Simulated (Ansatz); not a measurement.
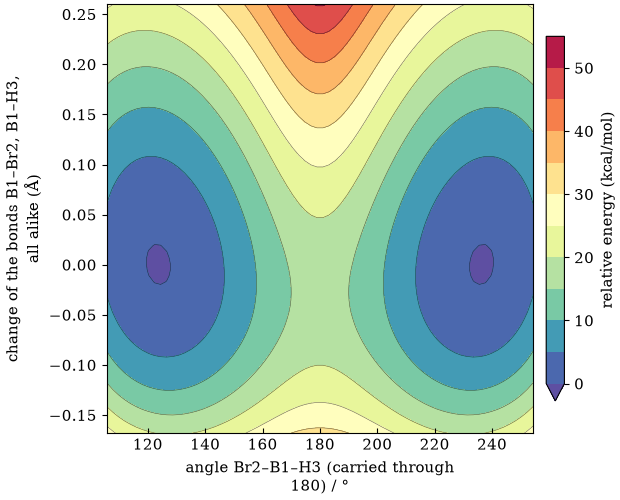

BBrH, SMILES [BH]Br, spin multiplicity 2. 
- Coordinates scanned: (1) angle Br2–B1–H3 (carried through 180); (2) change of the bonds B1–Br2, B1–H3, all alike.
- Nothing is relaxed (all other coordinates rigid).
- The grid has 15 × 15 points; 120 points were computed and 105 follow by symmetry.
- Points are written as (first, second).
- Energies: kcal/mol, counted from the lowest grid point.
- These are results of Ansatz 0.2.0, UHF-MP2, frozen core/def2-TZVP, not measurements.

Drawn: filled contours. Between grid points the surface is interpolated.

The lowest grid point is at (126.9°, −0.015 Å); the map holds 2 wells of about this depth. It is the only kind of minimum in the scanned range. The highest grid point, (180.0°, 0.260 Å), lies 50.4 kcal/mol above the lowest. On the interpolated surface the easiest way out of the lowest well to a well of about the same depth near (233.1°, −0.015 Å) passes a barrier of about 17 kcal/mol. Round the minimum the two coordinates are weakly coupled (coupling 0.12 in units of the two stiffnesses).

The level of theory is changed to Ansatz, UKS B3LYP-D4/def2-TZVP; with it change the reference geometry, relaxed at the new level; the new grid has 15 × 15 points, laid about the new relaxed structure.

What will the new map look like?

Answer. The lowest place stays at about (124°, 0.000 Å). The easiest pass out of the lowest well goes from about 17 to about 15 kcal/mol on the interpolated surfaces. The curvature at the minimum changes by less than a tenth (about 3.1) eV/rad² along the first coordinate and by less than a tenth (about 43) eV/Å² along the second coordinate.

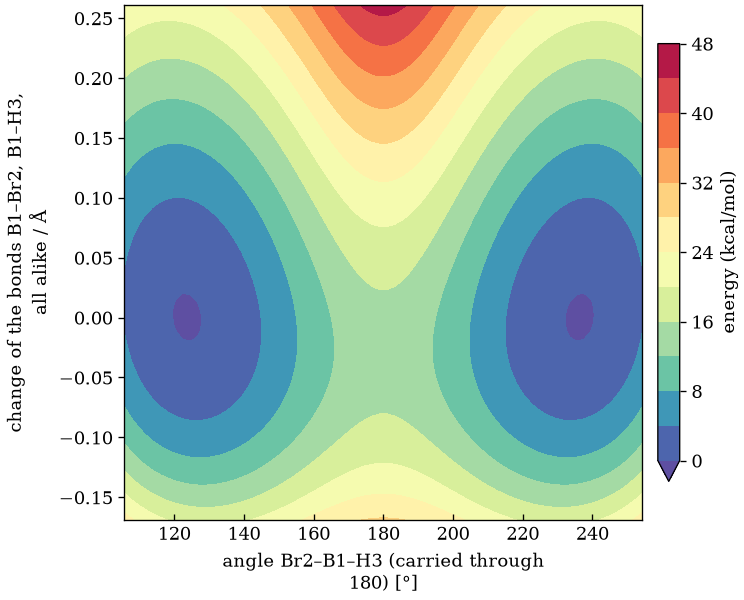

The map after the change, on a colour scale of its own. Drawn: filled contours. Between grid points the surface is interpolated.
